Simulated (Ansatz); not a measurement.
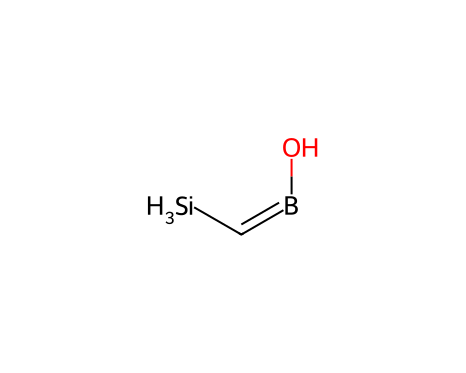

The drawing above gives the connectivity. The computed structure is the end point of a PBE0-D4/def2-TZVP optimisation. No frequency run is at hand to confirm it as a minimum.

What does the molecule look like in three dimensions?

The molecule is CH5BOSi. As SMILES it reads `O/B=C\[SiH3]`. It has no ring. Among its groups: Si–H bond. The point group is C1. Coordination: 1 O bent; 1 B linear; 1 C trigonal planar; 1 Si tetrahedral.

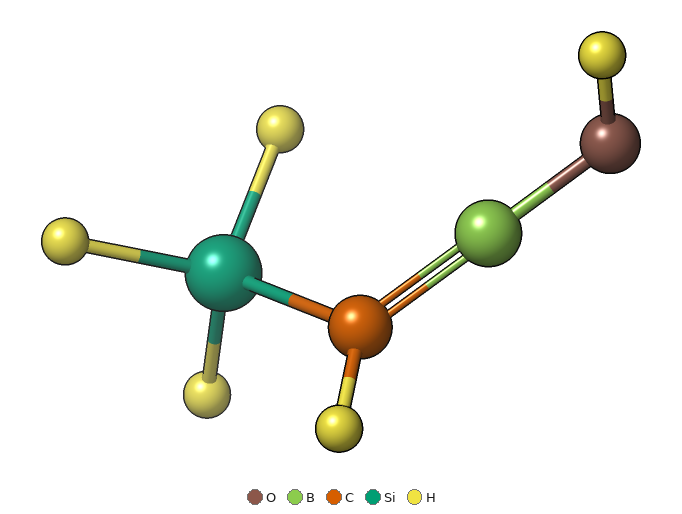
